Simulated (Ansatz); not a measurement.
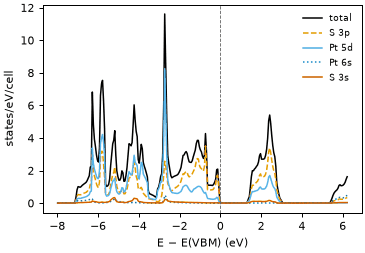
Fig. 1. Total and projected density of states of PtS2 (CdI2 type, P-3m1), the program Ansatz at the r²SCAN level (PAW)

Q: Which orbitals carry the states next to the gap?

A: Top 1 eV of the valence band: S 3p 75 %, Pt 5d 22 %. Bottom 1 eV of the conduction band: S 3p 58 %, Pt 5d 33 %. Projections are on Löwdin-orthogonalised atomic valence shells; empty p or d shells of many metals are not among them.

Q: Where is the tallest occupied peak in this window, and what makes it?

A: Near -2.7 eV, about 12 states/eV per cell; the largest projected share is Pt 5d.

Symmetry was held in the r²SCAN relaxation. The run is not spin-polarised. A crystal of weakly bound layers computed without a dispersion correction: the cell and the soft elastic constants depend strongly on that. Scalar-relativistic: spin–orbit coupling is off unless named, which matters more the heavier the elements.

Potentials: the earlier of the program's two PAW sets.
